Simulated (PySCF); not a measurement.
**C3H3F3 (SMILES F/C=C(\F)CF): density, localisation and related maps**

Input

```
{"job": {"kind": "uv", "xc": "CAM-B3LYP", "basis": "def2-SVPD", "ip": true, "dynamic": true}, "charge": 0, "multiplicity": 1}
F      2.370589     0.328990    -0.939752
C      1.215135     0.539896    -0.325774
C      0.255917    -0.380523    -0.276755
F      0.391637    -1.581129    -0.835824
C     -1.061567    -0.197076     0.400965
F     -1.158872     1.057427     0.927781
H      1.098473     1.520729     0.136335
H     -1.878134    -0.359121    -0.325908
H     -1.174803    -0.946715     1.205328
```

Launched as:

```sh
OMP_NUM_THREADS=1 python probes_run.py task.json out
```

Geometry: PBE0-D3(BJ)/def2-SVP.

The calculation used PySCF, CAM-B3LYP/def2-SVPD, SCF density, gas phase.

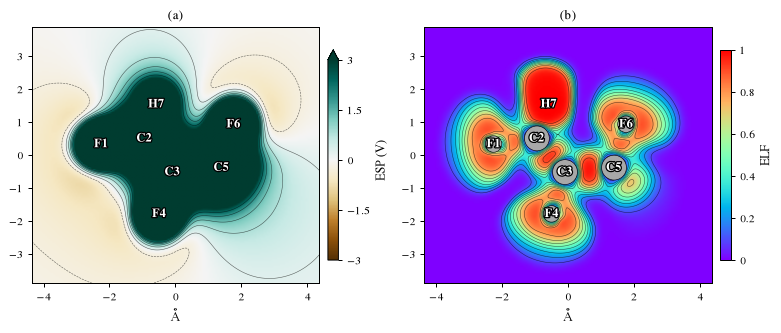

Figure 1. (a) molecular electrostatic potential; (b) electron localisation function on the plane of atoms F4, C3 and C5. Grey discs cover the atomic cores in the ELF map.

Q: What does the map show?

A:
- The section cuts through F, C and H sites.
- C–F (1.33 Å): the ELF peaks at about 0.85 between the atoms; a shared but strongly polarised pair.
- C–C (1.33 Å): the ELF peaks at about 0.95 between the atoms; a short, multiple covalent bond.
- C–H (1.09 Å): the ELF climbs to about 1 towards the hydrogen, as it does in any bond to H; a covalent bond by its length.
- C–C (1.49 Å): the ELF peaks at about 1 between the atoms: a covalent bond.
- The ELF also peaks beside F4, F1 and F6, away from the bonds: lone-pair regions.
- Outside the dense part of the molecule the potential is most negative (−0.8 V) near F1.

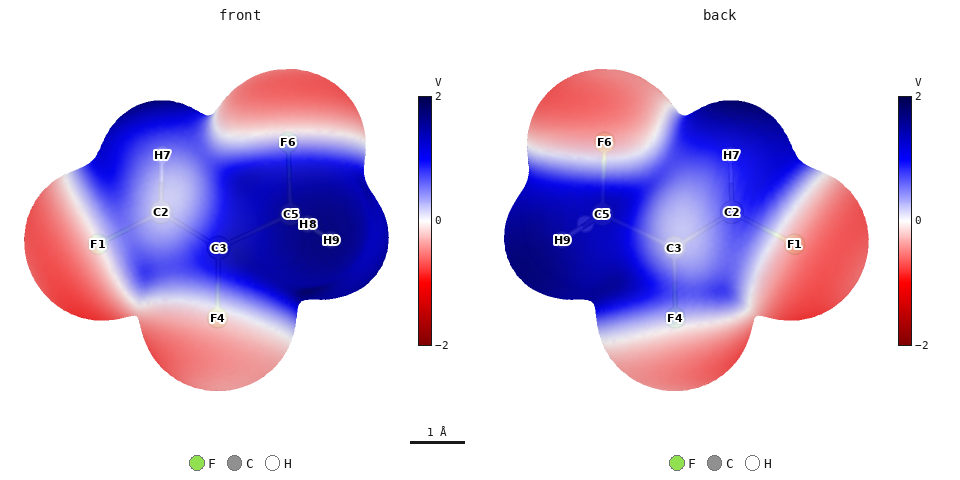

Figure 2. The molecular electrostatic potential painted on the density surface at 0.004 e/bohr³, seen from the front and from behind; red is negative and blue positive.

Q: Describe the electrostatic potential map.

A: The most negative region (about −0.8 V) lies over F1, the most positive (about +1.8 V) over C5, H7, H8 and H9.

Q: What dipole moment does the calculation give?

A: Its dipole moment is 1.61 D.

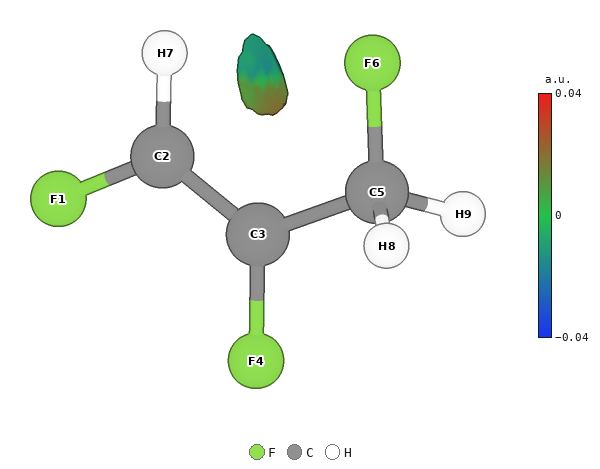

Figure 3. Non-covalent interaction (NCI) plot: the surface where the reduced density gradient is 0.6, for densities under 0.05 a.u., coloured by sign(λ₂)ρ; seen at a tilt.

Q: What holds or crowds the atoms apart from the covalent bonds?

A: Between F6 and C5 on one side and C2 and H7 on the other: a weak contact, attractive (blue-green) on one side and crowded (olive to red) on the other.
